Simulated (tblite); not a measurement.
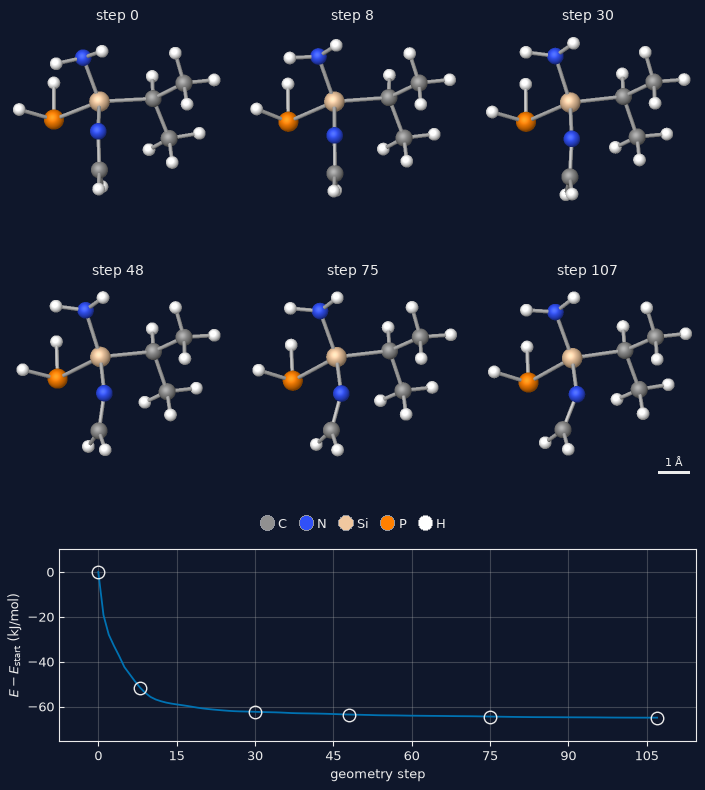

Frames of a relaxation of C4H13N2PSi, marked on the history of the run. Style: ball-and-stick. Shown face on.

Theory: GFN2-xTB geometry optimisation, gas phase in tblite 0.8.0. 

**What happens along the run?**

An H atom moves most after the best rigid fit: 0.90 Å. Largest moves by element: H 0.90 Å, N 0.39 Å, P 0.30 Å, C 0.27 Å, Si 0.14 Å. Among the contacts that change: P–Si 2.172 → 2.265 Å, N–Si 1.672 → 1.731 Å, H–P 1.419 → 1.379 Å, N–Si 1.720 → 1.749 Å. Among the angles between lasting bonds that change: N–Si–N 99.0° → 110.5°, Si–N–H 106.7° → 118.3°, Si–N–H 106.8° → 117.3°. Groups turn about N–Si by about 35°. After 107 geometry steps the energy has fallen by 64.9 kJ/mol. The run took 1 s on 1 thread of Arm Neoverse V1 (shared host). From step 0 to 8: an H atom moves most (0.20 Å), energy −51.5 kJ/mol. From step 8 to 30: an H atom moves most (0.23 Å), energy −10.8 kJ/mol. From step 30 to 48: an H atom moves most (0.27 Å), energy −1.22 kJ/mol. From step 48 to 75: an H atom moves most (0.24 Å), energy −0.91 kJ/mol. From step 75 to 107: an H atom moves most (0.22 Å), energy −0.50 kJ/mol.

| step | E − E(0), kJ/mol |
| --- | --- |
| 0 | 0.00 |
| 1 | -19.23 |
| 2 | -27.88 |
| 3 | -32.89 |
| 4 | -37.45 |
| 5 | -42.36 |
| 6 | -45.50 |
| 7 | -48.65 |
| 8 | -51.52 |
| 9 | -53.87 |
| 10 | -55.66 |
| 15 | -59.01 |
| 20 | -60.80 |
| 25 | -61.88 |
| 30 | -62.30 |
| 36 | -62.75 |
| 41 | -63.06 |
| 46 | -63.38 |
| 51 | -63.69 |
| 56 | -63.89 |
| 61 | -64.06 |
| 66 | -64.17 |
| 71 | -64.28 |
| 76 | -64.46 |
| 81 | -64.62 |
| 87 | -64.71 |
| 92 | -64.78 |
| 97 | -64.84 |
| 102 | -64.90 |
| 107 | -64.92 |
